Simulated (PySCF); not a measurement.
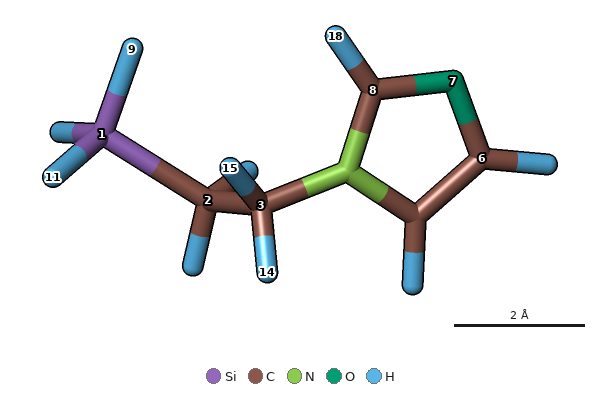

Figure 1. The input geometry (stick view, seen at a tilt; atoms are numbered from 1 in the order of the input). Bond lengths as drawn: C–C 1.36 to 1.54 Å, C–H 1.07 to 1.09 Å, C–N 1.32 to 1.44 Å, C–O 1.30 to 1.34 Å, C–Si 1.93 Å and H–Si 1.45 to 1.47 Å.

# Run report: C5H10NOSi (charge +1), NMR shielding calculation

- system: C5H10NOSi, charge +1
- method: GIAO PBE0/pcSseg-1 NMR shielding, non-relativistic, gas phase (PySCF 2.14.0)

The geometry comes from this level: GFN2-xTB, NEB image 4 of 0 to 8. It belongs to a series of runs on one base structure; here: NEB image 4 of 0 to 8. Figures and captions count atoms from 1; the log counts them from 0 in places.

**Output**
```
coarse grid: 15408 points
cycle   1  E = -615.0721298199  dE =  1.647e+00  |g| = 5.213e-01  |ddm| = 3.757e+00
cycle   2  E = -615.0042336519  dE =  6.790e-02  |g| = 7.980e-01  |ddm| = 9.447e-01
cycle   3  E = -615.1310863734  dE = -1.269e-01  |g| = 1.178e-01  |ddm| = 5.361e-01
cycle   4  E = -615.1331870679  dE = -2.101e-03  |g| = 5.674e-02  |ddm| = 1.136e-01
cycle   5  E = -615.1339174416  dE = -7.304e-04  |g| = 1.489e-02  |ddm| = 5.404e-02
cycle   6  E = -615.1339650914  dE = -4.765e-05  |g| = 5.067e-03  |ddm| = 1.505e-02
cycle   7  E = -615.1339709388  dE = -5.847e-06  |g| = 1.144e-03  |ddm| = 4.382e-03
final grid: 143888 points
cycle   8  E = -615.1892386595  dE = -3.335e-05  |g| = 1.116e-02  |ddm| = 2.847e-02
cycle   9  E = -615.1892011569  dE =  3.750e-05  |g| = 1.793e-02  |ddm| = 1.764e-02
cycle  10  E = -615.1892625159  dE = -6.136e-05  |g| = 2.555e-03  |ddm| = 1.157e-02
cycle  11  E = -615.1892639376  dE = -1.422e-06  |g| = 4.223e-04  |ddm| = 1.926e-03
cycle  12  E = -615.1892639711  dE = -3.354e-08  |g| = 1.401e-04  |ddm| = 3.549e-04
cycle  13  E = -615.1892639754  dE = -4.269e-09  |g| = 3.624e-05  |ddm| = 1.320e-04
cycle  14  E = -615.1892639756  dE = -2.635e-10  |g| = 1.288e-05  |ddm| = 3.524e-05
```

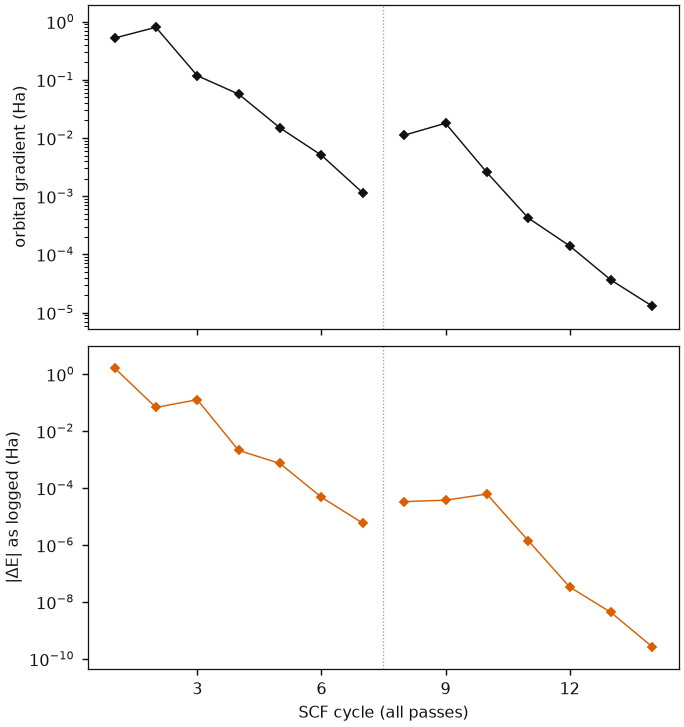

Figure 2. Convergence of the self-consistent field: orbital gradient and size of the energy change against the SCF cycle. The dotted line marks the change from a coarse to the final integration grid. The first 7 cycles use a coarse grid, the final grid takes over at cycle 8, and the field converges after 14 cycles in all.

```
converged SCF energy = -615.1892639756

GIAO shielding tensors (ppm)
atom      isotropic    diamagn.    paramagn.     s11        s22        s33       span
  0 Si     417.349     879.541    -462.192    387.270    414.193    450.586     63.316
  1 C      170.810     255.299     -84.489    140.009    170.298    202.121     62.112
  2 C      139.001     250.133    -111.132    108.871    137.939    170.192     61.322
  3 N       22.812     333.245    -310.433    -98.593    -13.374    180.403    278.996
  4 C       55.277     251.011    -195.733    -27.800     60.545    133.088    160.888
  5 C       33.155     258.293    -225.138    -47.426     37.062    109.828    157.254
  6 O        4.416     395.365    -390.949   -162.259    -89.895    265.401    427.659
  7 C       30.851     256.408    -225.558    -24.373     16.607    100.317    124.690
  8 H       27.653      29.743      -2.090     23.708     27.162     32.090      8.382
  9 H       27.369      27.953      -0.584     23.631     24.791     33.684     10.053
 10 H       27.471      28.269      -0.798     23.998     25.711     32.704      8.707
 11 H       29.591      31.648      -2.057     24.447     28.070     36.257     11.810
 12 H       31.301      34.624      -3.322     26.461     32.293     35.150      8.689
 13 H       26.977      31.174      -4.198     22.625     26.281     32.024      9.399
 14 H       27.530      32.812      -5.282     23.112     27.971     31.506      8.394
 15 H       23.840      29.913      -6.073     20.645     23.880     26.995      6.350
 16 H       23.180      27.879      -4.699     19.999     24.167     25.373      5.374
 17 H       22.973      30.731      -7.758     18.717     24.085     26.117      7.400
```

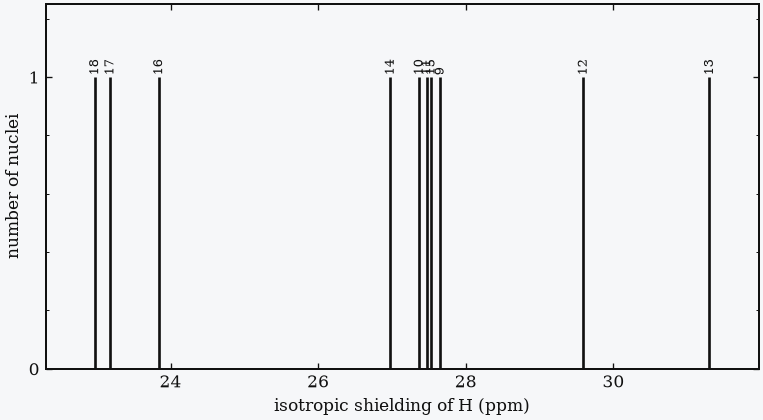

Figure 3. Isotropic shieldings of the hydrogen nuclei in this fixed geometry, labelled by atom number; shielding grows to the right, so chemical shift grows to the left. The least shielded is H18 (23.0 ppm), the most shielded H13 (31.3 ppm).

This output came from the following input.

**Input file**
```
{"job": {"kind": "nmr", "xc": "PBE0", "basis": "pcSseg-1", "pop": false}, "charge": 1, "multiplicity": 1}
Si    -2.754100     0.450000    -0.621700
C     -1.346700    -0.403100     0.387200
C     -0.257800     0.582200     0.843200
N      1.032400     0.169100     0.341700
C      1.851000    -0.757700     0.929300
C      2.896200    -0.931400     0.079800
O      2.711000    -0.136000    -0.983600
C      1.592500     0.507200    -0.805000
H     -2.050600     1.071800    -1.750900
H     -3.685400    -0.589200    -1.025300
H     -3.308200     1.473700     0.256900
H     -1.767600    -0.907500     1.253600
H     -0.895600    -1.187000    -0.220700
H     -0.198000     0.617700     1.931900
H     -0.455400     1.590400     0.475900
H      1.632500    -1.203600     1.878200
H      3.770500    -1.551600     0.121500
H      1.224400     1.211300    -1.530300
```

The first line tells a small driver script what to run in PySCF; the rest is the geometry in Å.

Command:
```bash
OMP_NUM_THREADS=1 python <driver script> task.json out
```

**Key numbers**

```json
{"quantity": "outcome", "value": "converged"}
{"quantity": "total energy", "value": "−615.189264 hartree"}
{"quantity": "HOMO", "value": "−12.64 eV"}
{"quantity": "LUMO", "value": "−6.13 eV"}
{"quantity": "isotropic shielding, Si", "value": "417.3 ppm"}
{"quantity": "isotropic shielding, C", "value": "30.9 to 170.8 ppm"}
{"quantity": "isotropic shielding, N", "value": "22.8 ppm"}
{"quantity": "isotropic shielding, O", "value": "4.4 ppm"}
{"quantity": "isotropic shielding, H", "value": "23.0 to 31.3 ppm"}
{"quantity": "hardware", "value": "1 CPU thread, shared host"}
{"quantity": "wall time", "value": "74 s"}
{"quantity": "peak memory", "value": "0.91 GiB"}
```
